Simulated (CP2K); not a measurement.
# BH3SO (SMILES OBS) at GFN2-xTB

What is the energy change on altering one bond length of BH3SO at GFN2-xTB? 

Program for the calculation: CP2K 2026.2.

4 further runs of the same task are left out: 3 that didn't finish, 1 set aside as unsound or not needed.

## (1) Starting point

BH3SO: 6 atoms, total charge 0, spin state singlet. SMILES: `OBS`. The shape is that of a PBE0-D4/def2-TZVP optimisation. This is one conformer, not always the lowest.

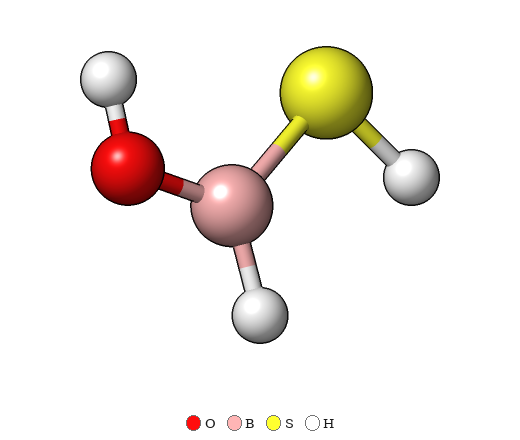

The structure, seen from a chosen angle (oxygen red, boron pink, sulfur yellow, hydrogen white).

## (2) Energy and gradient at GFN2-xTB

Input file mol.inp:

```
&GLOBAL
  PROJECT_NAME mol
  RUN_TYPE ENERGY_FORCE
  PRINT_LEVEL MEDIUM
&END GLOBAL

&FORCE_EVAL
  METHOD QUICKSTEP
  &DFT
    CHARGE 0
    MULTIPLICITY 1
    &QS
      METHOD XTB
      EPS_DEFAULT 1.0E-10
      &XTB
        GFN_TYPE TBLITE
        &TBLITE
          METHOD GFN2
        &END TBLITE
        CHECK_ATOMIC_CHARGES F
      &END XTB
    &END QS
    # cluster boundary conditions
    &POISSON
      PERIODIC NONE
      POISSON_SOLVER ANALYTIC
    &END POISSON
    # SCF settings
    &SCF
      SCF_GUESS ATOMIC
      EPS_SCF 1.0E-06
      MAX_SCF 150
      ADDED_MOS 8
      &DIAGONALIZATION
        ALGORITHM STANDARD
      &END DIAGONALIZATION
      &MIXING
        METHOD DIRECT_P_MIXING
        ALPHA 0.4
      &END MIXING
      &SMEAR ON
        METHOD FERMI_DIRAC
        ELECTRONIC_TEMPERATURE [K] 300
      &END SMEAR
    &END SCF
    # extra output
    &PRINT
      &MOMENTS
        PERIODIC F
        REFERENCE COM
        MAX_MOMENT 1
      &END MOMENTS
      &MO ON
        ENERGIES T
        OCCUPATION_NUMBERS T
        NDIGITS 6
        &EACH
          QS_SCF 0
        &END EACH
        ADD_LAST NUMERIC
      &END MO
      &HIRSHFELD OFF
      &END HIRSHFELD
    &END PRINT
  &END DFT
  &SUBSYS
    &CELL
      ABC [angstrom] 19.3 17.4 18.5
      PERIODIC NONE
    &END CELL
    &COORD
      UNIT bohr
      O     -2.0870135    -0.1708312    -1.8931276
      B      0.1031790     0.3206865    -0.6767109
      S      0.6366487    -0.7417175     2.5362014
      H     -3.3128789    -1.1094582    -0.9361703
      H      1.6899821     1.4807894    -1.7799330
      H      2.9700826     0.2203421     2.7497405
    &END COORD
    &TOPOLOGY
      &CENTER_COORDINATES
      &END CENTER_COORDINATES
    &END TOPOLOGY
  &END SUBSYS
  # extra output
  &PRINT
    &FORCES ON
    &END FORCES
  &END PRINT
&END FORCE_EVAL
```

Run with:

```
$ OMP_NUM_THREADS=1 cp2k.psmp -i mol.inp -o mol.out
```

Output, cut to the lines that bear on the results:

```text
CP2K| version string:                                       CP2K version 2026.2
[...]
 GLOBAL| Method name                                                        CP2K
[...]
 GLOBAL| Run type                                                   ENERGY_FORCE
[...]
                             - Atoms:                                          6
[...]
                             - Spherical basis functions:                     20
[...]
 Number of electrons:                                                         18
[...]
  *** SCF run converged in    15 steps ***
[...]
  Fermi energy:                                                -0.25038273174669
[...]
 TB_DIPOLE| Moment [Debye]          0.00859601       0.00003091       0.00988606
 TB_DIPOLE| Derivative [a.u.]       0.00000000       0.00000000       0.00000000
[...]
 ENERGY| Total FORCE_EVAL ( QS ) energy [hartree]            -10.137634934574821
 FORCES| Atomic forces [hartree/bohr]
 FORCES|   Atom     x               y               z               |f|
 FORCES|      1  1.52974900E-02  1.98065083E-03  1.20943560E-02   1.96012659E-02
 FORCES|      2 -8.04813975E-03  1.53980410E-03 -1.27519514E-02   1.51576982E-02
 FORCES|      3  7.88851322E-03  4.81826916E-03 -3.13625994E-03   9.76117231E-03
 FORCES|      4 -3.74997359E-04  9.85601564E-04 -2.85239279E-03   3.04108173E-03
 FORCES|      5 -8.26888030E-03 -5.90721563E-03  5.41415669E-03   1.15144549E-02
 FORCES|      6 -6.49398579E-03 -3.41711003E-03  1.23209141E-03   7.44086968E-03
 FORCES| Sum    -2.86229374E-17 -7.37257477E-18 -1.24466409E-16
 FORCES| Total atomic force                                       1.27927771E-16
[...]
```

Wall time 0.27 s (1 thread of Arm Neoverse V1, shared host).

## (3) The distorted shape

Input file molecule.inp:

```
&force_eval
  method Quickstep
  &dft
    &qs
      method XTB
      eps_default 1.0E-10
      &xtb
        gfn_type TBLITE
        &tblite
          method GFN2
        &end tblite
        check_atomic_charges F
      &end xtb
    &end qs
    # cluster boundary conditions
    &poisson
      periodic NONE
      poisson_solver ANALYTIC
    &end poisson
    # self-consistent field
    &scf
      scf_guess ATOMIC
      eps_scf 1.0E-06
      max_scf 150
      added_mos 8
      &diagonalization
        algorithm STANDARD
      &end diagonalization
      &mixing
        method DIRECT_P_MIXING
        alpha 0.4
      &end mixing
      &smear ON
        method FERMI_DIRAC
        electronic_temperature [K] 300
      &end smear
    &end scf
    &print
      &moments
        periodic F
        reference COM
        max_moment 1
      &end moments
      &mo ON
        energies T
        occupation_numbers T
        ndigits 6
        &each
          qs_scf 0
        &end each
        add_last NUMERIC
      &end mo
      &hirshfeld OFF
      &end hirshfeld
    &end print
  &end dft
  &subsys
    # box in angstrom
    &cell
      abc 19.8 17.4 18.5
      periodic NONE
    &end cell
    &coord
      UNIT bohr
      O     -2.9036360    -0.5075200    -1.9678587
      B     -0.7134434    -0.0160022    -0.7514420
      S     -0.1799737    -1.0784062     2.4614703
      H     -4.1295013    -1.4461469    -1.0109014
      H      0.8733596     1.1441007    -1.8546641
      H      2.9700826     0.2203421     2.7497405
    &end coord
    &topology
      &center_coordinates
      &end center_coordinates
    &end topology
  &end subsys
  # extra output
  &print
    &forces ON
    &end forces
  &end print
&end force_eval

&global
  project_name molecule
  run_type ENERGY_FORCE
  print_level MEDIUM
&end global
```

Run with:

```
$ OMP_NUM_THREADS=1 cp2k.psmp -i molecule.inp > molecule.out 2>&1
```

Output, cut to the lines that bear on the results:

```text
CP2K| version string:                                       CP2K version 2026.2
[...]
 GLOBAL| Method name                                                        CP2K
[...]
 GLOBAL| Run type                                                   ENERGY_FORCE
[...]
                             - Atoms:                                          6
[...]
                             - Spherical basis functions:                     20
[...]
 Number of electrons:                                                         18
[...]
  *** SCF run converged in    15 steps ***
[...]
  Fermi energy:                                                -0.32087632190447
[...]
 TB_DIPOLE| Moment [Debye]         -0.35239556      -0.15317833      -0.01235475
 TB_DIPOLE| Derivative [a.u.]       0.00000000       0.00000000       0.00000000
[...]
 ENERGY| Total FORCE_EVAL ( QS ) energy [hartree]            -10.095186919473925
 FORCES| Atomic forces [hartree/bohr]
 FORCES|   Atom     x               y               z               |f|
 FORCES|      1  1.36238740E-02  1.31459292E-03  1.18814866E-02   1.81247848E-02
 FORCES|      2 -4.53547706E-03  2.08325108E-03 -1.01972956E-02   1.13532077E-02
 FORCES|      3  5.77457329E-02  2.59969952E-02 -1.10536384E-04   6.33279216E-02
 FORCES|      4 -8.26155184E-04  8.74849432E-04 -3.07936936E-03   3.30611699E-03
 FORCES|      5 -8.99325478E-03 -6.06945610E-03  5.01129513E-03   1.19511509E-02
 FORCES|      6 -5.70147199E-02 -2.42002325E-02 -3.50558039E-03   6.20372359E-02
 FORCES| Sum    -6.24500451E-17  6.93889390E-18  7.80625564E-17
 FORCES| Total atomic force                                       1.00209376E-16
[...]
```

Wall time 0.26 s (1 thread of Arm Neoverse V1, shared host).

## (4) Results

Level: GFN2-xTB.

| quantity | value |
| --- | --- |
| first shape: total energy | -10.13763 Eh |
| first shape: dipole moment (from atomic charges alone) | 0.01 D |
| first shape: HOMO energy | -10.76 eV |
| first shape: LUMO energy | -5.92 eV |
| first shape: HOMO–LUMO gap | 4.84 eV |
| first shape: largest force on an atom | 1.008 eV/Å |
| distorted shape: total energy | -10.09519 Eh |
| distorted shape: dipole moment (from atomic charges alone) | 0.38 D |
| distorted shape: HOMO energy | -10.69 eV |
| distorted shape: LUMO energy | -7.84 eV |
| distorted shape: HOMO–LUMO gap | 2.85 eV |
| distorted shape: largest force on an atom | 3.256 eV/Å |
| energy change with the S3–H6 bond stretched from 1.340 to 1.809 Å | 1.155 eV |

With the S3–H6 bond stretched from 1.340 to 1.809 Å the energy rises by 1.16 eV (111 kJ/mol). The first shape isn't relaxed at this level, so the change isn't measured from a minimum. The largest force (first shape) is 1.01 eV/Å: the shape isn't a stationary point for this species at this level. The dipole (distorted shape) comes from point charges on the atoms alone, without atomic dipoles, so it is partial.
